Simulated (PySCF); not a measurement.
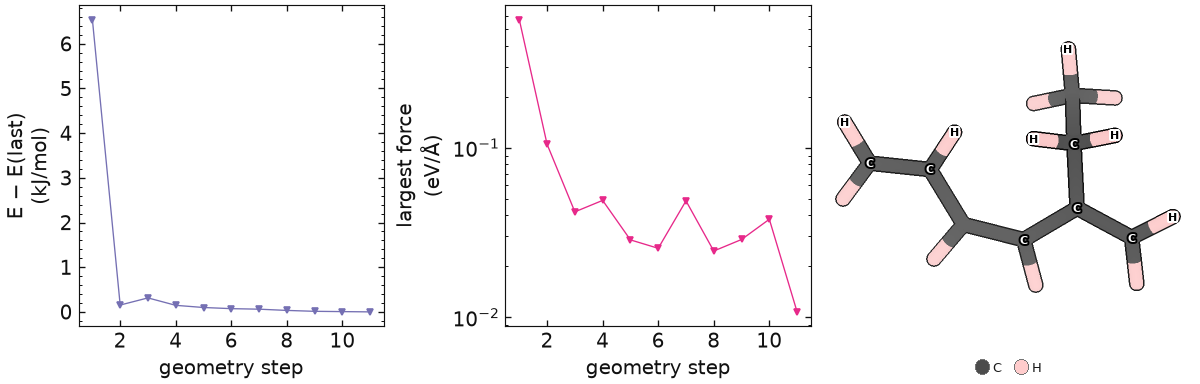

Beside the plot: the molecule at the start.

History of a geometry optimisation.

The run: C$_{8}$H$_{12}$ (SMILES C=C/C=C\C(=C)CC), by PBE0-D3(BJ)/def2-SVP, geometry optimisation (PySCF 2.14.0, density fitting).

Q: How did it end, and what did it gain?

A: The optimisation met its thresholds at geometry 11, counting the start as the first. The energy fell by about 6.5 kJ/mol from the first step to the last, with a rise at step 3. The largest force goes from about 0.57 eV/Å at the start to 0.011 eV/Å at the end.

Q: By which step was nine tenths of the energy gained?

A: By step 2 of 11.
